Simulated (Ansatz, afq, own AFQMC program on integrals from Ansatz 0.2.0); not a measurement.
# GeH₂O (singlet): quantum Monte Carlo beside coupled cluster at angle O2–Ge1–H3 = 139.1°, cc-pVTZ

How near does AFQMC come to the top of the ladder for GeH₂O (singlet)?

Program: Ansatz 0.2.0, Gaussian basis, and an in-house AFQMC program (afq) on its integrals; all values are calculated. Level of theory: cc-pVTZ, frozen cores. These are calculated values, not measurements.

To be run: PBE (unrestricted); CCSD(T) on RHF; r2SCAN (unrestricted); CCSDT(Q) on RHF; PBE0 (unrestricted); B3LYP (unrestricted); wB97M-V (unrestricted); B2PLYP (unrestricted); Phaseless AFQMC, CISD trial on RHF; Phaseless AFQMC, single-determinant trial on RHF; Free-projection AFQMC, CISD trial on RHF; UHF; CCSD(T) on UHF; CCSDT(Q) on UHF; Phaseless AFQMC, CISD trial on UHF; Phaseless AFQMC, single-determinant trial on UHF; Free-projection AFQMC, CISD trial on UHF.

## Step 1: What is computed

The geometry derives from a PBE0/def2-TZVP stationary point (not a proven minimum). One angle is set to the value named; bond lengths are kept. No spin-orbit coupling is included. The filled d shell of Ge may be among the frozen orbitals whatever the setting's name suggests; the logs give the count.

4 atoms, charge 0, spin multiplicity 1.

Atoms are counted from 1 here; the program's logs count them from 0.

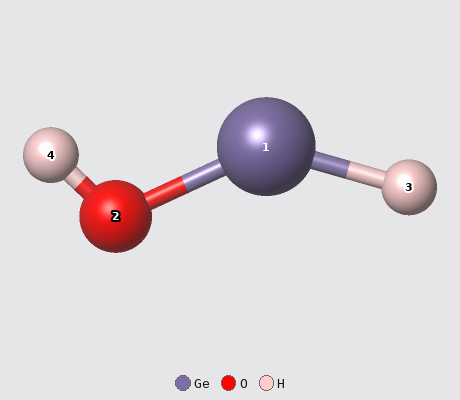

The structure; germanium purple, oxygen red, hydrogen pink; atoms are numbered from 1 in the order of the file.

## Step 2: PBE (unrestricted)

Contents of in.yaml:

```yaml
crystal:
  periodic: [false, false, false]
  atoms:
    - {symbol: Ge, position_ang: [0.000000, 0.094196, 0.312524]}
    - {symbol: O, position_ang: [0.000000, -0.431447, -1.399208]}
    - {symbol: H, position_ang: [0.000000, 1.449880, 1.160610]}
    - {symbol: H, position_ang: [0.000000, -1.389884, -1.473358]}
basis:
  gaussian: {orbitals: cc-pVTZ}
magnetization: {spin_polarized: true, initial_magnetization: 0}
hamiltonian: {xc: {name: PBE}}
output: {orbitals: {seedname: orbitals}}
```

The run is started by

```
> ansatz run in.yaml --threads 1 --pin off --events-out ev --progress --plain --max-ram 8192MiB --backend cpu
```

The log of the run:

```text
Functional definition: PBE
  name "PBE"
  cite "Perdew, Burke & Ernzerhof, Phys. Rev. Lett. 77, 3865 (1996) doi:10.1103/PhysRevLett.77.3865"
  parent pbe
  parameter kappa = 0.804
  parameter beta = 0.06672455060314922
  exchange = pbe_x(kappa = kappa, mu = beta*pi^2/3)
  correlation = pbe_c(beta = beta)
644 factors; their error is unknown
mean field evaluation 1: about -58579.7780 eV, gradient 4.8e1 eV
mean field evaluation 2: about -58487.6044 eV, gradient 1.3e2 eV
mean field evaluation 4: about -58586.4486 eV, gradient 1.1e1 eV
mean field evaluation 8: about -58587.3620 eV, gradient 1.3e-1 eV
mean field evaluation 16: about -58587.3560 eV, gradient 8.3e-5 eV
mean field evaluation 32: about -58586.2145 eV, gradient 3.6e-6 eV
mean field -58587.35598854 eV, -2153.0456206428 hartree, gradient 1.0e-6 eV, S^2 0.000000; 4 other end points of the search recorded, 0 dependent functions left out
reference -58587.35601970 eV, -2153.0456217877 hartree; 21, 21 occupied and 80, 80 virtual orbitals, 644 factors
Total energy: -58587.35601970 eV, -2153.0456217877 hartree
```

It took 6 s on 1 thread of AMD EPYC 7R13 (Zen 3), shared host; peak memory 1.8 GiB.

From the report: ⟨S²⟩ of the determinant 0.000 (pure singlet: 0.00).

## Step 3: CCSD(T) on RHF

Changes to in.yaml since step 2:

```diff
@@ -9,4 +9,3 @@
   gaussian: {orbitals: cc-pVTZ}
-magnetization: {spin_polarized: true, initial_magnetization: 0}
-hamiltonian: {xc: {name: PBE}}
-output: {orbitals: {seedname: orbitals}}
+magnetization: {spin_polarized: false}
+correlation: {method: ccsd_t, electrons: outside_noble_gas, hamiltonian_folder: ham}
```

The run is started by

```
> ansatz run in.yaml --threads 1 --pin off --events-out ev --progress --plain --max-ram 24576MiB --backend cuda --devices 0, --max-vram 18GiB
```

The log of the run, cut to the lines that bear on the results:

```text
Functional definition: HF
  name "HF"
  cite "Fock, Z. Phys. 61, 126 (1930) doi:10.1007/BF01340294"
  parent pbe
[...]
621 factors; integrals over basis functions are off by at most 7.3e-4 eV
[...]
mean field -58542.59113825 eV, -2151.4005427371 hartree, gradient 1.6e-6 eV, S^2 0.000000; 0 other end points of the search recorded, 0 dependent functions left out; unrestricted orbitals would lower it
15 core orbitals not correlated: weight in the atoms' cores, before any rotation towards them, 0.995 or more for the frozen orbitals, at most 0.008 for the correlated occupied ones
reference -58542.59113825 eV, -2151.4005427371 hartree; 6, 6 occupied and 80, 80 virtual orbitals, 621 factors
second order -9.49710531 eV of doubles, -0.00000000 eV of singles
cycle   1  -9.57300119 eV  change   -7.6e-2 eV  update   9.2e-2
[...]
cycle  12  -9.96864418 eV  change    7.6e-7 eV  update   6.1e-6
perturbative correction -0.38506351 eV, -0.0141508231 hartree
Total energy: -58552.94484594 eV, -2151.7810344769 hartree
```

It took 8.5 s on 1 × NVIDIA H100 80GB HBM3 with 1 thread of AMD EPYC 7R13 (Zen 3), shared host; peak host memory 1.8 GiB.

From the report: correlation -10.3537 eV; T1 0.018; largest double amplitude 0.09.

This run also writes the integrals to the folder ham.

## Step 4: r2SCAN (unrestricted)

Changes to in.yaml since step 3:

```diff
@@ -9,3 +9,3 @@
   gaussian: {orbitals: cc-pVTZ}
-magnetization: {spin_polarized: false}
-correlation: {method: ccsd_t, electrons: outside_noble_gas, hamiltonian_folder: ham}
+magnetization: {spin_polarized: true, initial_magnetization: 0}
+hamiltonian: {xc: {name: r2SCAN}}
```

The run is started by

```
> ansatz run in.yaml --threads 1 --pin off --events-out ev --progress --plain --max-ram 8192MiB --backend cpu
```

The log of the run, cut to the lines that bear on the results:

```text
Functional definition: r2SCAN
  name "r2SCAN"
  cite "Furness, Kaplan, Ning, Perdew & Sun, J. Phys. Chem. Lett. 11, 8208 (2020) doi:10.1021/acs.jpclett.0c02405"
  cite "Furness, Kaplan, Ning, Perdew & Sun, J. Phys. Chem. Lett. 11, 9248 (2020) doi:10.1021/acs.jpclett.0c03077"
  parent r2scan
[...]
644 factors; their error is unknown
[...]
mean field -58596.67140973 eV, -2153.3879560573 hartree, gradient 2.4e-5 eV, S^2 0.225078; 8 other end points of the search recorded, 0 dependent functions left out
reference -58596.67142163 eV, -2153.3879564946 hartree; 21, 21 occupied and 80, 80 virtual orbitals, 644 factors
Total energy: -58596.67142163 eV, -2153.3879564946 hartree
```

It took 19 s on 1 thread of AMD EPYC 7R13 (Zen 3), shared host; peak memory 1.8 GiB.

From the report: ⟨S²⟩ of the determinant 0.225 (pure singlet: 0.00).

## Step 5: CCSDT(Q) on RHF

Changes to in.yaml since step 4:

```diff
@@ -9,3 +9,3 @@
   gaussian: {orbitals: cc-pVTZ}
-magnetization: {spin_polarized: true, initial_magnetization: 0}
-hamiltonian: {xc: {name: r2SCAN}}
+magnetization: {spin_polarized: false}
+correlation: {method: ccsdt_q, electrons: outside_noble_gas}
```

The run is started by

```
> ansatz run in.yaml --threads 1 --pin off --events-out ev --progress --plain --max-ram 24576MiB --backend cuda --devices 0, --max-vram 18GiB
```

The log of the run, cut to the lines that bear on the results:

```text
Functional definition: HF
  name "HF"
  cite "Fock, Z. Phys. 61, 126 (1930) doi:10.1007/BF01340294"
  parent pbe
[...]
1232 factors; integrals over basis functions are off by at most 2.2e-7 eV
[...]
mean field -58542.59123972 eV, -2151.4005464663 hartree, gradient 2.6e-6 eV, S^2 0.000000; 0 other end points of the search recorded, 0 dependent functions left out; unrestricted orbitals would lower it
15 core orbitals not correlated: weight in the atoms' cores, before any rotation towards them, 0.995 or more for the frozen orbitals, at most 0.008 for the correlated occupied ones
reference -58542.59123972 eV, -2151.4005464663 hartree; 6, 6 occupied and 80, 80 virtual orbitals, 1232 factors
second order -9.49715008 eV of doubles, -0.00000000 eV of singles
cycle   1  -9.57299285 eV  change   -7.6e-2 eV  update   1.0e-1
[...]
cycle  19  -10.36915836 eV  change   -9.0e-8 eV  update   8.4e-7
perturbative correction -0.02579013 eV, -0.0009477696 hartree
Total energy: -58552.98618821 eV, -2151.7825537771 hartree
```

It took 19 s on 1 × NVIDIA H100 80GB HBM3 with 1 thread of AMD EPYC 7R13 (Zen 3), shared host; peak host memory 1.8 GiB.

From the report: correlation -10.3949 eV; T1 0.020; largest double amplitude 0.12.

## Step 6: PBE0 (unrestricted)

Changes to in.yaml since step 5:

```diff
@@ -9,3 +9,4 @@
   gaussian: {orbitals: cc-pVTZ}
-magnetization: {spin_polarized: false}
-correlation: {method: ccsdt_q, electrons: outside_noble_gas}
+magnetization: {spin_polarized: true, initial_magnetization: 0}
+hamiltonian: {xc: {name: PBE0}}
+output: {orbitals: {seedname: orbitals}}
```

The run is started by

```
> ansatz run in.yaml --threads 1 --pin off --events-out ev --progress --plain --max-ram 8192MiB --backend cpu
```

The log of the run:

```text
Functional definition: PBE0
  name "PBE0"
  cite "Adamo & Barone, J. Chem. Phys. 110, 6158 (1999) doi:10.1063/1.478522"
  cite "Perdew, Burke & Ernzerhof, Phys. Rev. Lett. 77, 3865 (1996) doi:10.1103/PhysRevLett.77.3865"
  parent pbe
  parameter a = 0.25
  parameter kappa = 0.804
  parameter beta = 0.06672455060314922
  exchange = (1 - a)*pbe_x(kappa = kappa, mu = beta*pi^2/3) + a*exact_x
  correlation = pbe_c(beta = beta)
701 factors; their error is unknown
mean field evaluation 1: about -58583.0026 eV, gradient 4.0e1 eV
mean field evaluation 2: about -58545.4398 eV, gradient 9.7e1 eV
mean field evaluation 4: about -58588.3698 eV, gradient 2.5e0 eV
mean field evaluation 8: about -58588.6252 eV, gradient 2.3e-1 eV
mean field evaluation 16: about -58588.6217 eV, gradient 3.7e-1 eV
mean field evaluation 32: about -58588.6264 eV, gradient 3.1e-5 eV
mean field -58588.62642879 eV, -2153.0923084606 hartree, gradient 7.1e-6 eV, S^2 0.062516; 4 other end points of the search recorded, 0 dependent functions left out
reference -58588.62645227 eV, -2153.0923093236 hartree; 21, 21 occupied and 80, 80 virtual orbitals, 701 factors
Total energy: -58588.62645227 eV, -2153.0923093236 hartree
```

It took 12 s on 1 thread of AMD EPYC 7R13 (Zen 3), shared host; peak memory 1.8 GiB.

From the report: ⟨S²⟩ of the determinant 0.063 (pure singlet: 0.00).

## Step 7: B3LYP (unrestricted)

Changes to in.yaml since step 6:

```diff
@@ -10,3 +10,2 @@
 magnetization: {spin_polarized: true, initial_magnetization: 0}
-hamiltonian: {xc: {name: PBE0}}
-output: {orbitals: {seedname: orbitals}}
+hamiltonian: {xc: {name: B3LYP}}
```

The command is unchanged.

The log of the run, cut to the lines that bear on the results:

```text
Functional definition: B3LYP
  name "B3LYP"
  cite "Stephens, Devlin, Chabalowski & Frisch, J. Phys. Chem. 98, 11623 (1994) doi:10.1021/j100096a001"
  cite "Becke, Phys. Rev. A 38, 3098 (1988) doi:10.1103/PhysRevA.38.3098"
  cite "Lee, Yang & Parr, Phys. Rev. B 37, 785 (1988) doi:10.1103/PhysRevB.37.785"
  cite "Vosko, Wilk & Nusair, Can. J. Phys. 58, 1200 (1980) doi:10.1139/p80-159"
[...]
701 factors; their error is unknown
[...]
mean field -58599.47782331 eV, -2153.4910898541 hartree, gradient 2.0e-6 eV, S^2 0.000000; 1 other end points of the search recorded, 0 dependent functions left out
reference -58599.47801949 eV, -2153.4910970636 hartree; 21, 21 occupied and 80, 80 virtual orbitals, 701 factors
Total energy: -58599.47801949 eV, -2153.4910970636 hartree
```

It took 6.5 s on 1 thread of AMD EPYC 7R13 (Zen 3), shared host; peak memory 1.8 GiB.

From the report: ⟨S²⟩ of the determinant 0.000 (pure singlet: 0.00).

## Step 8: wB97M-V (unrestricted)

Changes to in.yaml since step 7:

```diff
@@ -10,2 +10,3 @@
 magnetization: {spin_polarized: true, initial_magnetization: 0}
-hamiltonian: {xc: {name: B3LYP}}
+hamiltonian: {xc: {name: wB97M-V}}
+output: {orbitals: {seedname: orbitals}}
```

Same command.

The log of the run, cut to the lines that bear on the results:

```text
Functional definition: wB97M-V
  name "wB97M-V"
  cite "Mardirossian & Head-Gordon, J. Chem. Phys. 144, 214110 (2016) doi:10.1063/1.4952647"
  cite "Becke, J. Chem. Phys. 107, 8554 (1997) doi:10.1063/1.475007"
  cite "Vydrov & Van Voorhis, J. Chem. Phys. 133, 244103 (2010) doi:10.1063/1.3521275"
  # Of w^i u^j: cxij and so on, Table III.
[...]
  gx(w, u) = 1 - cx + cx01*u + cx10*w
  gss(w, u) = css00 + css04*u^4 + css10*w + css20*w^2 + css43*w^4*u^3
  gos(w, u) = cos00 + cos10*w + (cos20 + cos21*u)*w^2 + (cos60 + cos61*u)*w^6
[...]
      + integral(e_c_pw_mod_opposite_spin*gos(b97_w_opposite, b97_u_opposite)) + vv10(b, c)
694 factors; their error is unknown
140 factors; integrals over basis functions are off by at most 3.6e-5 eV
[...]
mean field -58594.23254190 eV, -2153.2983293177 hartree, gradient 4.6e-6 eV, S^2 0.000000; 1 other end points of the search recorded, 0 dependent functions left out
reference -58594.23257855 eV, -2153.2983306644 hartree; 21, 21 occupied and 80, 80 virtual orbitals, 694 factors
Total energy: -58594.23257855 eV, -2153.2983306644 hartree
```

Run time: 22 s. Hardware: 1 thread of AMD EPYC 7R13 (Zen 3), shared host; peak memory 1.8 GiB.

From the report: ⟨S²⟩ of the determinant 0.000 (pure singlet: 0.00).

## Step 9: B2PLYP (unrestricted)

Changes to in.yaml since step 8:

```diff
@@ -10,3 +10,3 @@
 magnetization: {spin_polarized: true, initial_magnetization: 0}
-hamiltonian: {xc: {name: wB97M-V}}
-output: {orbitals: {seedname: orbitals}}
+hamiltonian: {xc: {name: B2PLYP}}
+correlation: {electrons: outside_noble_gas}
```

The command is unchanged.

The log of the run, cut to the lines that bear on the results:

```text
Functional definition: B2PLYP
  name "B2PLYP"
  cite "Grimme, J. Chem. Phys. 124, 034108 (2006) doi:10.1063/1.2148954"
  cite "Becke, Phys. Rev. A 38, 3098 (1988) doi:10.1103/PhysRevA.38.3098"
  cite "Lee, Yang & Parr, Phys. Rev. B 37, 785 (1988) doi:10.1103/PhysRevB.37.785"
[...]
621 factors; integrals over basis functions are off by at most 7.3e-4 eV
[...]
mean field -58582.42315703 eV, -2152.8643424282 hartree, gradient 2.6e-6 eV, S^2 0.194548; 4 other end points of the search recorded, 0 dependent functions left out
15 core orbitals not correlated: weight in the atoms' cores, before any rotation towards them, 0.992 or more for the frozen orbitals, at most 0.011 for the correlated occupied ones
reference -58582.42328062 eV, -2152.8643469701 hartree; 6, 6 occupied and 80, 80 virtual orbitals, 621 factors
second order -11.49076577 eV of doubles, -0.00000000 eV of singles
Total energy: -58585.52578738 eV, -2152.9783619905 hartree
```

It took 11 s on 1 thread of AMD EPYC 7R13 (Zen 3), shared host; peak memory 1.8 GiB.

From the report: ⟨S²⟩ of the determinant 0.195 (pure singlet: 0.00).

## Step 10: Phaseless AFQMC, CISD trial on RHF

It reads the integrals that the CCSD(T) run on this determinant wrote.

The run is started by

```
> afq ham --method phaseless --trial cisd --walkers 1600 --populations 20 --least-time 60 --time-step 0.005 --steps-per-block 50 --equilibration-blocks 28 --max-blocks 4000 --target-error 0.00021 --factor-cut 1e-05 --seed 6676 --release-times 0.24,0.51,0.99,1.62,2.4 --release-step 0.03 --release-every 3 --taylor-order 6
```

The log of the run:

```text
orbitals 86  electrons 6 6  factors 573 of 621
reference energy -2151.40054274 Eh
CCSD correlation -0.36634122 Eh in 14 cycles, weight of the determinant in the CISD state 0.8638
energy of the start -2151.766888 Eh
 block  time / (1/Eh)  mean weight  energy / Eh
     1     0.250  0.9998  -2151.764302
     2     0.500  0.9998  -2151.768863
     3     0.750  0.9993  -2151.775911
     4     1.000  1.0003  -2151.776173
     5     1.250  0.9996  -2151.778796
     6     1.500  1.0001  -2151.779670
     7     1.750  1.0001  -2151.780692
     8     2.000  0.9999  -2151.780503
     9     2.250  1.0007  -2151.779632
    10     2.500  1.0000  -2151.781868
    17     4.250  0.9993  -2151.783880
    25     6.250  0.9999  -2151.782521
    33     8.250  1.0000  -2151.782037
    41    10.250  1.0000  -2151.779011
    49    12.250  1.0004  -2151.782238
    57    14.250  0.9999  -2151.780925
    65    16.250  1.0000  -2151.784703
    73    18.250  0.9998  -2151.779395
    81    20.250  1.0004  -2151.783202
    89    22.250  0.9994  -2151.781394
    97    24.250  1.0001  -2151.784243
   105    26.250  1.0000  -2151.784508
   113    28.250  1.0002  -2151.779779
   121    30.250  1.0003  -2151.783490
   129    32.250  1.0002  -2151.781364
   137    34.250  0.9991  -2151.782149
   145    36.250  1.0004  -2151.783589
   153    38.250  0.9995  -2151.784409
   161    40.250  0.9998  -2151.783871
   169    42.250  0.9998  -2151.784164
   177    44.250  1.0001  -2151.781712
   185    46.250  0.9998  -2151.782222
   193    48.250  0.9997  -2151.785491
   201    50.250  0.9997  -2151.779382
   209    52.250  1.0005  -2151.783582
   217    54.250  0.9997  -2151.781562
   225    56.250  0.9994  -2151.781900
   233    58.250  1.0002  -2151.782414
   241    60.250  0.9996  -2151.782967
   249    62.250  0.9998  -2151.783842
   257    64.250  0.9997  -2151.781422
   265    66.250  1.0005  -2151.784242
   273    68.250  0.9998  -2151.781068
   281    70.250  0.9997  -2151.782003
   289    72.250  1.0004  -2151.778384
   297    74.250  1.0002  -2151.780041
   305    76.250  1.0000  -2151.783594
   313    78.250  1.0004  -2151.785569
   321    80.250  1.0004  -2151.778995
   329    82.250  1.0004  -2151.782003
   337    84.250  0.9991  -2151.781115
   345    86.250  1.0000  -2151.784273
   353    88.250  0.9996  -2151.781190
error from the spread of 20 populations
released: time / (1/Eh)  energy / Eh  error  mean overlap
  0.24  -2151.782490  0.000197  0.9971
  0.51  -2151.782641  0.000163  0.9946
  0.99  -2151.782672  0.000126  0.9896
  1.62  -2151.782539  0.000238  0.9806
  2.40  -2151.782946  0.000330  0.9693
energy -2151.782354 +/- 0.000205 Eh
```

Run time: 1.9 min. Hardware: 1 × NVIDIA H100 80GB HBM3 with 2 threads of AMD EPYC 7R13 (Zen 3), shared host; peak host memory 1.8 GiB.

Energy -58552.9807 ± 0.0056 eV. Caveats: constraint bias not in the error.

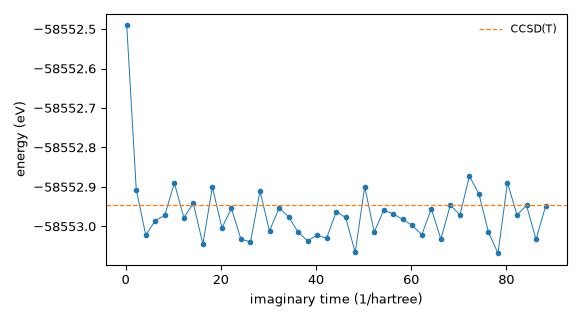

Block energies along the walk.

## Step 11: Phaseless AFQMC, single-determinant trial on RHF

It reads the integrals that the CCSD(T) run on this determinant wrote.

The run is started by

```
> afq ham --method phaseless --trial hf --walkers 1600 --populations 20 --least-time 40 --time-step 0.005 --steps-per-block 20 --equilibration-blocks 112 --max-blocks 4000 --target-error 0.0010500000000000002 --factor-cut 1e-05 --seed 8803 --taylor-order 6
```

The log of the run:

```text
orbitals 86  electrons 6 6  factors 573 of 621
reference energy -2151.40054274 Eh
CCSD correlation -0.36634122 Eh in 14 cycles, weight of the determinant in the CISD state 0.8638
energy of the start -2151.400542 Eh
 block  time / (1/Eh)  mean weight  energy / Eh
     1     0.100  1.0018  -2151.529631
     2     0.200  1.0037  -2151.600804
     3     0.300  1.0029  -2151.647597
     4     0.400  1.0026  -2151.674146
     5     0.500  1.0025  -2151.693914
     6     0.600  1.0013  -2151.712916
     7     0.700  1.0022  -2151.718122
     8     0.800  1.0016  -2151.734985
     9     0.900  1.0010  -2151.727498
    10     1.000  1.0008  -2151.746692
    20     2.000  1.0004  -2151.764900
    39     3.900  1.0007  -2151.784444
    58     5.800  1.0001  -2151.795656
    77     7.700  1.0002  -2151.785639
    96     9.600  0.9993  -2151.790276
   115    11.500  0.9994  -2151.793908
   134    13.400  0.9996  -2151.788479
   153    15.300  1.0004  -2151.798659
   172    17.200  1.0001  -2151.809389
   191    19.100  1.0003  -2151.791970
   210    21.000  0.9998  -2151.782304
   229    22.900  1.0000  -2151.797319
   248    24.800  0.9991  -2151.792736
   267    26.700  1.0006  -2151.793555
   286    28.600  1.0009  -2151.788340
   305    30.500  0.9994  -2151.801063
   324    32.400  1.0009  -2151.790069
   343    34.300  1.0002  -2151.783063
   362    36.200  0.9998  -2151.802981
   381    38.100  0.9997  -2151.803263
   400    40.000  1.0004  -2151.794355
   419    41.900  1.0001  -2151.801011
   438    43.800  1.0000  -2151.785894
   457    45.700  1.0001  -2151.794489
   476    47.600  0.9995  -2151.791673
   495    49.500  0.9996  -2151.779005
   514    51.400  0.9990  -2151.779918
   533    53.300  0.9998  -2151.781287
   552    55.200  0.9996  -2151.777480
   571    57.100  0.9996  -2151.775077
   590    59.000  1.0006  -2151.789143
   609    60.900  0.9994  -2151.778469
   628    62.800  0.9994  -2151.774716
   647    64.700  1.0002  -2151.785673
   666    66.600  0.9999  -2151.788045
   685    68.500  0.9996  -2151.799051
   704    70.400  0.9999  -2151.794310
   723    72.300  0.9997  -2151.785779
   742    74.200  0.9992  -2151.788451
   761    76.100  1.0003  -2151.789839
error from the spread of 20 populations
energy -2151.788162 +/- 0.001016 Eh
```

Wall time 39 s (1 × NVIDIA H100 80GB HBM3 with 2 threads of AMD EPYC 7R13 (Zen 3), shared host); peak host memory 1.8 GiB.

Energy -58553.1388 ± 0.0276 eV. Caveats: constraint bias not in the error.

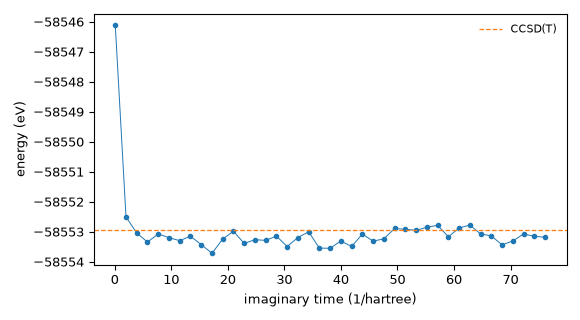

Block energies along the walk.

## Step 12: Free-projection AFQMC, CISD trial on RHF

It reads the integrals that the CCSD(T) run on this determinant wrote.

The run is started by

```
> afq ham --method free --trial cisd --walkers 1600 --time-step 0.03 --max-blocks 4000 --target-error 0.00042 --factor-cut 1e-05 --seed 3208 --times 0,0.21,0.42,0.81,1.2,1.8,2.4,3 --taylor-order 8
```

The log of the run:

```text
orbitals 86  electrons 6 6  factors 573 of 621
reference energy -2151.40054274 Eh
CCSD correlation -0.36634122 Eh in 14 cycles, weight of the determinant in the CISD state 0.8638
repeat  energy at the last time / Eh  error
    10  -2151.781446  0.000869
    20  -2151.782016  0.000682
    30  -2151.781784  0.000493
    40  -2151.782092  0.000429
time / (1/Eh)  energy / Eh  error  mean overlap
  0.00  -2151.767062  0.000135  1.1578
  0.21  -2151.775832  0.000187  1.1569
  0.42  -2151.778530  0.000178  1.1559
  0.81  -2151.780498  0.000174  1.1555
  1.20  -2151.781053  0.000197  1.1592
  1.80  -2151.781953  0.000242  1.1571
  2.40  -2151.781870  0.000302  1.1596
  3.00  -2151.782055  0.000420  1.1619
energy -2151.782055 +/- 0.000420 Eh
```

It took 23 s on 1 × NVIDIA H100 80GB HBM3 with 2 threads of AMD EPYC 7R13 (Zen 3), shared host; peak host memory 1.8 GiB.

Energy -58552.9726 ± 0.0114 eV. Caveats: remainder of the start not in the error.

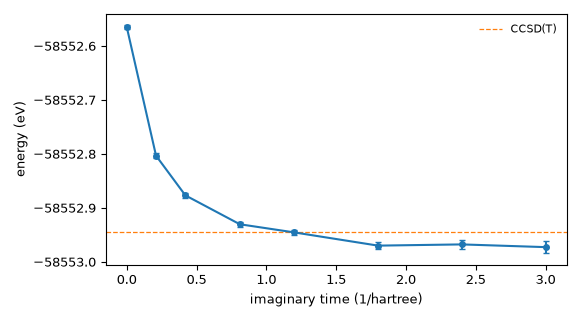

Energy against projection time, with error bars.

(Part 1 of 2 ends here.)
